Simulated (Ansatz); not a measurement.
NbOCl2F: several calculations on one system

Part 1: Relaxation

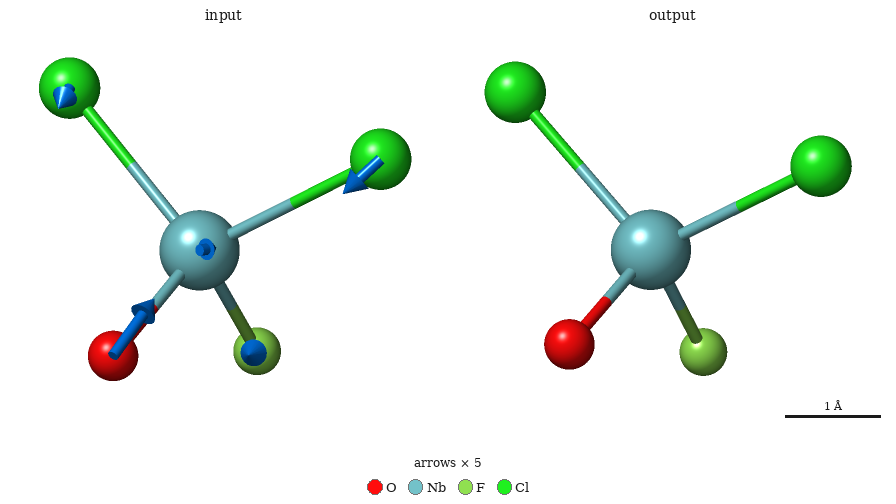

The structure of NbOCl$_{2}$F (coarse preliminary run) before (left) and after (right) a relaxation, at one scale. The blue arrows give the displacements, 5 times their true length.

The picture is a ball-and-stick view, seen at a tilt.

Method: Ansatz 0.2.0, RKS PBE-D4/def2-SVP. Settings: force threshold 0.03 eV/Å; at most 250 steps.

What changed between the two?

The optimiser took 5 steps. The largest move after the best rigid fit is that of the O atom, 0.17 Å. By element the largest moves are O 0.17 Å, Cl 0.11 Å, F 0.08 Å, Nb 0.05 Å. Near-neighbour distances that change, for instance: Nb–O 1.827 → 1.700 Å, Cl–Nb 2.401 → 2.298 Å, F–Nb 1.965 → 1.866 Å, Cl–Nb 2.327 → 2.298 Å. Bond angles that change, for instance: O–Nb–Cl 111.3° → 107.6°, F–Nb–Cl 108.1° → 111.6°, F–Nb–Cl 109.3° → 111.6°.

Part 2: Relaxation

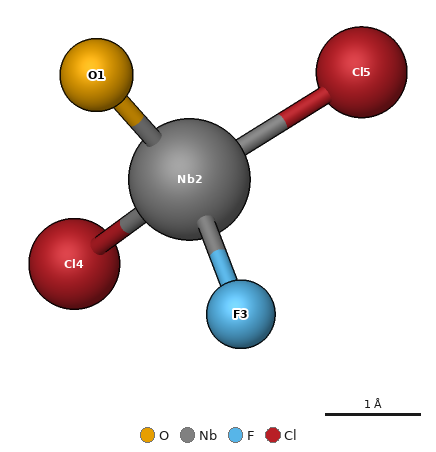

Starting structure of NbOCl2F. A ball-and-stick model, seen from a free direction.

Computed with RKS PBE0-D4/def2-TZVP (Ansatz).

The input:
```yaml
crystal:
  periodic: [false, false, false]
  atoms:
    - {symbol: O, position_ang: [0.047428, -0.123469, 1.721725]}
    - {symbol: Nb, position_ang: [0.070304, -0.070921, 0.045838]}
    - {symbol: F, position_ang: [1.515844, -1.333080, -0.581642]}
    - {symbol: Cl, position_ang: [-1.978982, -0.724033, -0.700676]}
    - {symbol: Cl, position_ang: [0.515695, 2.072598, -0.578946]}
basis:
  gaussian: {orbitals: def2-TZVP}
hamiltonian: {xc: pbe0, dispersion: d4}
relax: {f_tol: 0.005, max_steps: 200, constraints: [{distance: [1, 2]}]}
```

Question: Where does the constrained relaxation end?

Answer: The largest moves after the best rigid fit, 0.026 Å, are those of Cl4 and Cl5. Largest moves by element: Cl 0.026 Å, O 0.020 Å, F 0.018 Å, Nb 0.018 Å. Some distances before and after: Nb2–Cl4 2.277 → 2.267 Å, O1–Nb2 1.677 → 1.671 Å. After 4 geometry steps the energy has fallen by 0.58 kJ/mol. The largest force component goes from 0.35 to 0.00057 eV/Å. The run took roughly 110 core-seconds on a shared host.

Step by step:

| step | E − E(0), kJ/mol | largest force component, eV/Å |
| --- | --- | --- |
| 0 | 0.00 | 0.3500 |
| 1 | -0.49 | 0.0930 |
| 2 | -0.57 | 0.0499 |
| 3 | -0.58 | 0.0119 |
| 4 | -0.58 | 0.0006 |

The structure at the end:

```xyz
5

O     0.0352   -0.1121    1.7112
Nb    0.0834   -0.0824    0.0408
F     1.5293   -1.3450   -0.5847
Cl   -1.9709   -0.7009   -0.6906
Cl    0.4933    2.0615   -0.5704
```

Part 3: Scan

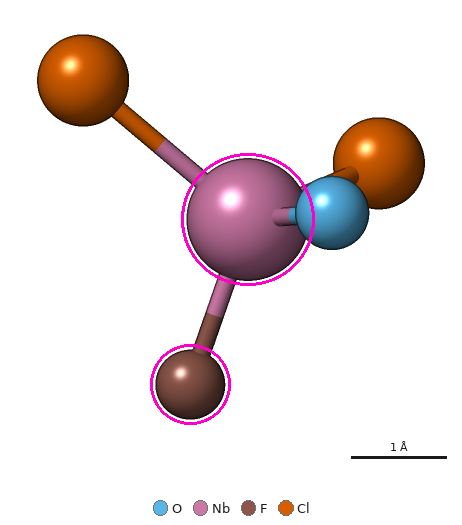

A scan of NbOCl2F: the Nb2–F3 distance is varied, with all other coordinates relaxed. The picture shows the minimum geometry. The ringed atoms are those of the scanned coordinate. A ball-and-stick model, seen at a tilt.

Levels of theory: PBE-D4, r2SCAN-D4, wB97M-V, PBE0-D4, CCSD(T), B3LYP-D4 (def2-TZVPP, Ansatz), on geometries relaxed under the constraint at PBE0-D4/def2-TZVP. Coupled cluster with a frozen core. Elements past krypton carry the basis set's effective core potentials. Energies are counted from the PBE0-D4/def2-TZVP minimum geometry at the same level.

Input file:
```yaml
crystal:
  periodic: [false, false, false]
  atoms:
    - {symbol: O, position_ang: [0.047428, -0.123469, 1.721725]}
    - {symbol: Nb, position_ang: [0.070304, -0.070921, 0.045838]}
    - {symbol: F, position_ang: [1.395355, -1.227876, -0.529340]}
    - {symbol: Cl, position_ang: [-1.978982, -0.724033, -0.700676]}
    - {symbol: Cl, position_ang: [0.515695, 2.072598, -0.578946]}
basis:
  gaussian: {orbitals: def2-TZVPP}
hamiltonian: {xc: pbe, dispersion: d4}
```

### Predict the energy profile (the distance: 1.629, 1.693, 1.787, 1.851, 1.898, 2.019, 2.151, 2.291, 2.438, 2.591 Å).

Energies in kcal/mol.

| distance (Å) | PBE-D4 | r2SCAN-D4 | wB97M-V | PBE0-D4 | CCSD(T) | B3LYP-D4 |
| --- | --- | --- | --- | --- | --- | --- |
| 1.629 | 26.2 | 24.8 | 24.1 | 23.5 | 25.5 | 25.9 |
| 1.693 | 12.4 | 11.3 | 10.9 | 10.5 | 11.7 | 12.1 |
| 1.787 | 2.2 | 1.7 | 1.6 | 1.4 | 1.8 | 2.0 |
| 1.851 | 0.0 | 0.0 | 0.0 | 0.0 | 0.0 | 0.0 |
| 1.898 | 0.2 | 0.5 | 0.6 | 0.7 | 0.5 | 0.3 |
| 2.019 | 5.3 | 6.7 | 6.9 | 7.2 | 6.7 | 6.0 |
| 2.151 | 15.4 | 17.8 | 18.3 | 18.6 | 18.2 | 16.7 |
| 2.291 | 28.2 | 31.6 | 32.4 | 32.6 | 32.6 | 30.2 |
| 2.438 | 42.0 | 46.5 | 47.8 | 47.7 | 48.1 | 44.9 |
| 2.591 | 55.8 | 61.3 | 63.2 | 62.7 | 63.6 | 59.6 |

With PBE-D4: the lowest computed point lies at the distance 1.851 Å (0.0 kcal/mol). The end points stand at 26.2 kcal/mol (1.629 Å) and 55.8 kcal/mol (2.591 Å). The curvature at the lowest point is about 30 eV/Å² (4.8 mdyn/Å). The well is steeper on the short side, as for any bond. At 2.591 Å the levels give PBE-D4 55.8 kcal/mol, B3LYP-D4 59.6 kcal/mol, r2SCAN-D4 61.3 kcal/mol, PBE0-D4 62.7 kcal/mol, wB97M-V 63.2 kcal/mol, CCSD(T) 63.6 kcal/mol. Closest to CCSD(T) there is wB97M-V. The T1 diagnostic reaches 0.025, so the single-reference result is less sure there.

Part 4: Scan

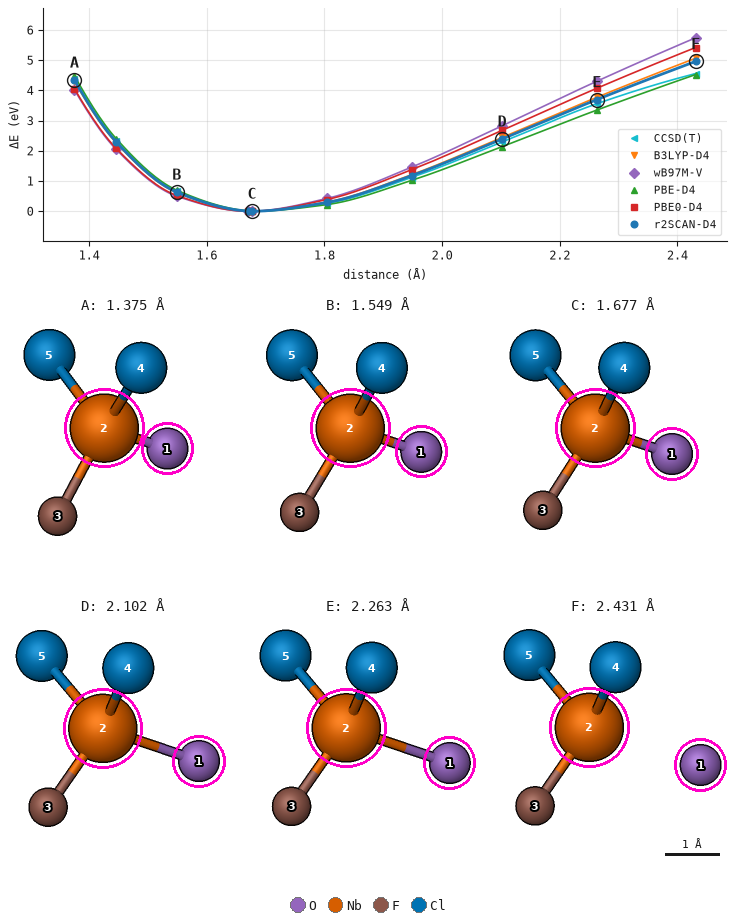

A scan of NbOCl$_{2}$F: the O1–Nb2 distance is varied, with all other coordinates relaxed. The lettered frames are marked on the plot, at the values of r2SCAN-D4. Style: ball-and-stick. Shown from a free direction. The ringed atoms are those of the scanned coordinate.

Computed with Ansatz: r2SCAN-D4, PBE0-D4, PBE-D4, wB97M-V, B3LYP-D4, CCSD(T), basis def2-TZVPP, on geometries relaxed under the constraint at PBE0-D4/def2-TZVP. Coupled cluster with a frozen core. Elements past krypton carry the basis set's effective core potentials. Energies are counted from the PBE0-D4/def2-TZVP minimum geometry at the same level.

**Describe the profile.**

With r2SCAN-D4: of the computed points the lowest is at the distance 1.677 Å, 0.000 eV. The end points stand at 4.344 eV (1.375 Å) and 4.962 eV (2.431 Å). The curvature at the lowest point is about 57 eV/Å² (9.1 mdyn/Å). The well is steeper on the short side, as for any bond. At 2.431 Å the levels give PBE-D4 4.527 eV, CCSD(T) 4.559 eV, r2SCAN-D4 4.962 eV, B3LYP-D4 5.068 eV, PBE0-D4 5.422 eV, wB97M-V 5.745 eV. Closest to CCSD(T) there is PBE-D4. At 1.948 Å to 2.431 Å the mean-field solution behind CCSD(T) isn't stable (a lower one of broken symmetry exists), so those energies are less reliable. The T1 diagnostic reaches 0.073, so the single-reference result is less sure there.
